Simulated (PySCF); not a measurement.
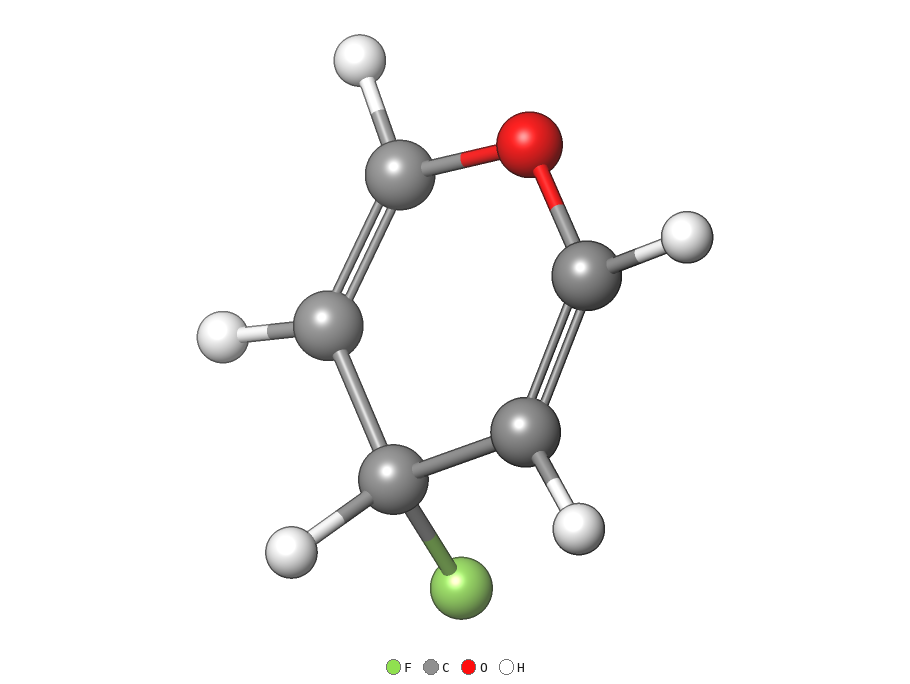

Ball-and-stick drawing of a structure.

Computed geometry: PBE0-D3(BJ)/def2-SVP optimisation. No frequency run is at hand to confirm it as a minimum.

Question: Count the atoms of each element.

Answer: C5H5FO, 12 atoms: 5 carbon, 5 hydrogen, 1 fluorine and 1 oxygen.

Question: How many atoms are distinct by symmetry?

Answer: 8: 1 F, 1 C, 2 C, 2 C, 1 O, 1 H, 2 H, 2 H.

Question: Name functional groups in it.

Answer: Among them: ether, alkene, C–F bond.

Question: Describe its rings.

Answer: Independent rings (smallest set): 1 of 6 members.

The parts below concern this one geometry. Atoms keep their numbers from picture to picture.

## Shape

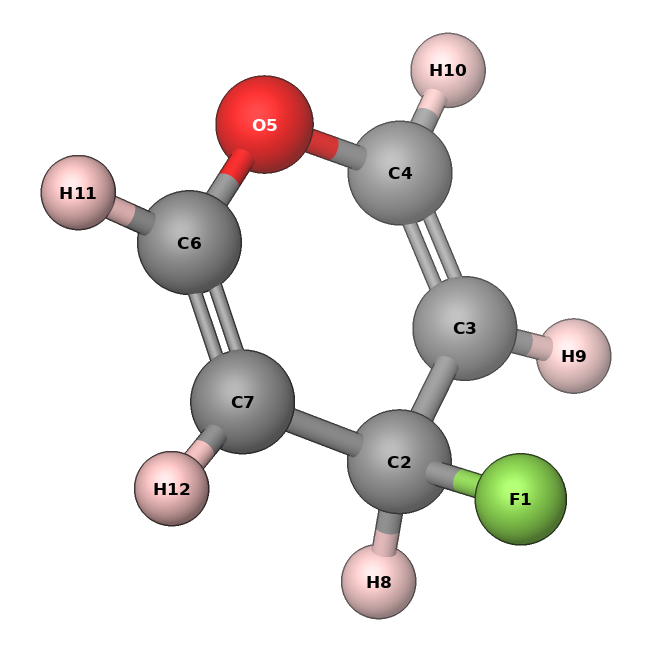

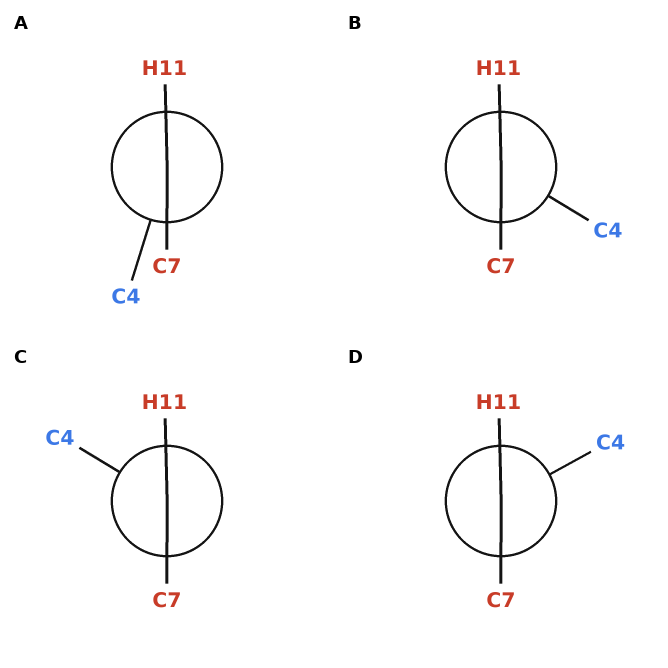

Depth is shown by fading: the farther an atom, the more it takes the colour of the background. Bonds that would overlap in a projection are set slightly apart. No frequency run is at hand to confirm it as a minimum.

Question: Which Newman projection shows the view along C6–O5, with C6 in front?

Answer: A. The torsion angle C7–C6–O5–C4 is 1°, synperiplanar (eclipsed).

## Core levels

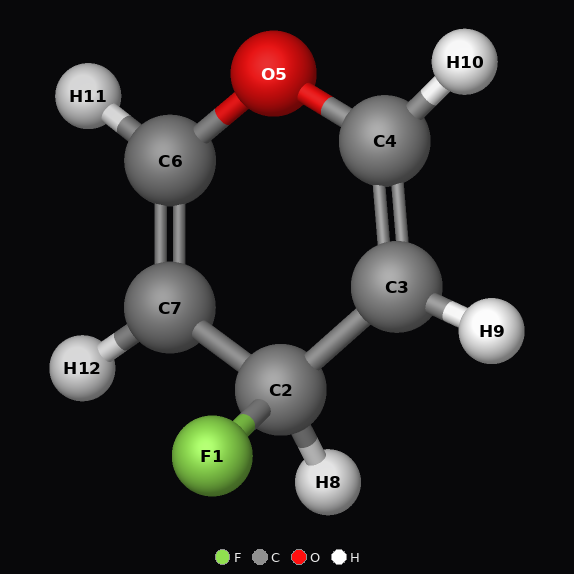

No frequency run is at hand to confirm it as a minimum. Level of theory: delta-SCF UKS SCAN, def2-TZVP on the ionised atom, pcseg-1 elsewhere, spin-free X2C (PySCF 2.14.0).

Give the core-electron binding energies (to vacuum) of F1 1s, C2 1s, C3 1s, C4 1s, O5 1s.

| atom | level | binding energy (eV) |
| --- | --- | --- |
| F1 | 1s | 692.2 |
| C2 | 1s | 293.5 |
| C3 | 1s | 291.0 |
| C4 | 1s | 292.9 |
| O5 | 1s | 540.7 |

## Quadrupole coupling

No frequency run is at hand to confirm it as a minimum. Electric field gradients from the ground-state density, B3LYP/6-31G* (PySCF 2.14.0), non-relativistic apart from any core potentials.

Give the largest field-gradient component, the quadrupole coupling constant and the asymmetry for 17O at O5 (Q = −25.6 mb).

| atom | V_zz (a.u.) | e²qQ/h (MHz) | η |
| --- | --- | --- | --- |
| O5 | 1.511 | −9.09 | 0.33 |

## Electronic properties

No frequency run is at hand to confirm it as a minimum. Properties computed with B3LYP/6-31G*, gas phase (PySCF 2.14.0).

Computed properties:

- dipole moment: 1.70 D
- HOMO energy (Kohn–Sham orbital): −6.44 eV
- LUMO energy (Kohn–Sham orbital): 0.07 eV
- HOMO–LUMO gap: 6.50 eV
